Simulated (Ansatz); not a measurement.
The parent structure is CsPbCl3 in the cubic perovskite structure (space group Pm-3m, No. 221; a = 5.736 Å).

The change: an isotropic linear strain of −1.80 %, atoms relaxed at fixed cell.

Calculations: Ansatz (a first-principles code) PBE, no SOC.

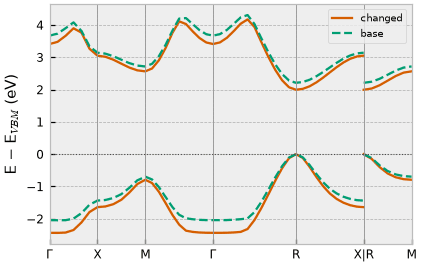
Fig. 1. Highest valence and lowest conduction band along the path, each from its own valence-band maximum

Task: From the figure, how large is the changed gap, and is it direct?

Result: About 2.0 eV, direct at R.

Spin-orbit coupling, missing from the scalar runs, can matter with Pb. No phonon test of stability was made. Many cubic perovskites are stable only at high temperature; tilts and polar distortions were not tested. This is not the structure that CsPbCl3 has at room temperature and ambient pressure.
